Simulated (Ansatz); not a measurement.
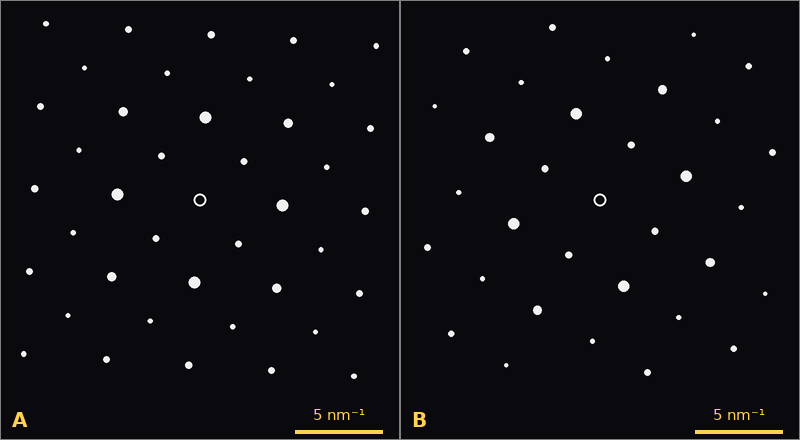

Kinematic electron diffraction patterns (300 kV, B = 0.5 Å², same scale, each along a low-index zone) of two structures of composition NbCl, each relaxed at zero pressure with DFT PBE, scalar-relativistic, plane waves, PAW in Ansatz 0.2.0.

The structures (standard cells):
1. P4/mmm (No. 123), a = 2.973 Å, c = 3.712 Å, 2 atoms; generated start, possibly hypothetical
2. P4/nmm (No. 129), a = 3.886 Å, c = 4.911 Å, 4 atoms; generated start, possibly hypothetical

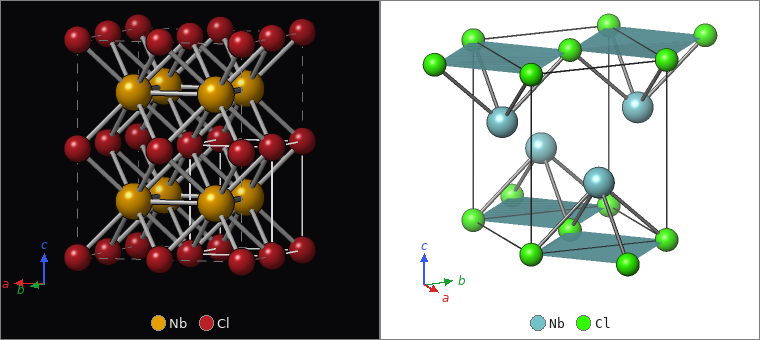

Drawings of the structures 1 to 2, from left to right (each may span several cells).

Question: Which pattern belongs to which structure, and along which zone?

Answer: A is structure 1 along [001]: square net of 1 0 0 at d = 2.97 Å and 0 1 0 at d = 2.97 Å, 90.0° apart. B is structure 2 along [001]: square net of 1 -1 0 at d = 2.75 Å and 1 1 0 at d = 2.75 Å, 90.0° apart (some points of this net are extinct or too weak to see).

Question: Rank the structures by their computed energy.

Answer: Structure 2 (P4/nmm, 18.54 Å³ an atom) is the lowest of these; structure 1 (P4/mmm, 16.41 Å³ an atom) lies about 280 meV an atom higher. These are static energies at 0 K; other structures, not shown, may lie lower still.
